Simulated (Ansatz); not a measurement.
Consider ZrTiN.

The calculation's input:

```
crystal:
  lattice:
    - [3.1896940943, 0.0, 0.0]
    - [0.0, 3.1896940943, 0.0]
    - [0.0, 0.0, 7.8696811074]
  atoms:
    - { symbol: Zr, position: [0.0, 0.5, 0.6372896298] }
    - { symbol: Zr, position: [0.5, 0.0, 0.3627103702] }
    - { symbol: Ti, position: [0.0, 0.5, 0.0968849611] }
    - { symbol: Ti, position: [0.5, 0.0, 0.9031150389] }
    - { symbol: "N", position: [0.0, 0.5, 0.3540243523] }
    - { symbol: "N", position: [0.5, 0.0, 0.6459756477] }
basis:
  ecutwfc: 420
kpoints:
  mp_grid: { grid: [12, 12, 6] }
hamiltonian:
  xc: pbe
scf:
  occupations: { method: gaussian, width: 0.1 }
output:
  forces: true
  stress: true
  eigenvalues: true
  write_density: true
  write_potential: true
  elf: true
  volumetric_format: npy
relax:
  adjacent_minimum: "off"
  f_tol: 0.01
  max_steps: 30
  cell: { stress_tol: 0.1, fix: [volume] }
```

Launched as:

```sh
ansatz run input.yaml --threads 4 --pin off --max-ram 8192MiB --backend cpu --events-out ev --progress --plain --runs-dir out
```

Below, planes, directions and counts refer to the conventional cell (a = 3.19 Å, b = 3.19 Å, c = 7.85 Å, α = 90.00°, β = 90.00°, γ = 90.00°).

The fields are those of the run's last geometry, not of the input's.

Space group P4/nmm; a structure generated by program, which may or may not match a known phase; changed on purpose from its base cell (volume × 0.94, shape and atoms relaxed); computed pressure about 12 GPa in this cell; computed without spin polarisation.

The calculation used DFT PBE, scalar-relativistic, plane waves, PAW (Ansatz).

**Predict the valence pseudo-density and electron localisation function between the atoms.**

Ti–N (2.03 Å): ρ at the midpoint is about 0.62 e/Å³; the ELF peaks at about 0.80 in the valence shell of N, 0.6 Å from its nucleus, and is about 0.20 at the midpoint: no localised pair shows between them.
Zr–N (2.24 Å): the density is about 0.53 e/Å³ at the midpoint; the ELF peaks at about 0.80 in the valence shell of N, 0.6 Å from its nucleus, and drops to about 0.15 between the two atoms; no localised pair shows between them.
Zr–Zr (3.19 Å): ρ at the midpoint is about 0.17 e/Å³; the ELF is about 0.10 at the midpoint: no shared electron pair shows on this line.
The ELF has a maximum of about 0.80 in the space between the atoms, 1.8 Å from four Ti atoms, on no atom or two-centre bond.

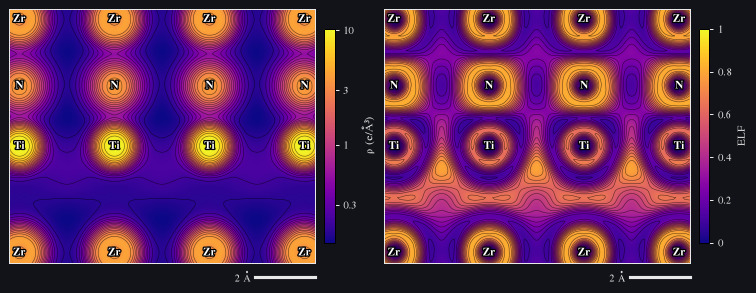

Computed valence pseudo-density and electron localisation function on the (010) plane of the conventional cell, in this order. 

Core electrons are frozen (PAW), and the valence fields are smoothed inside the atomic spheres.
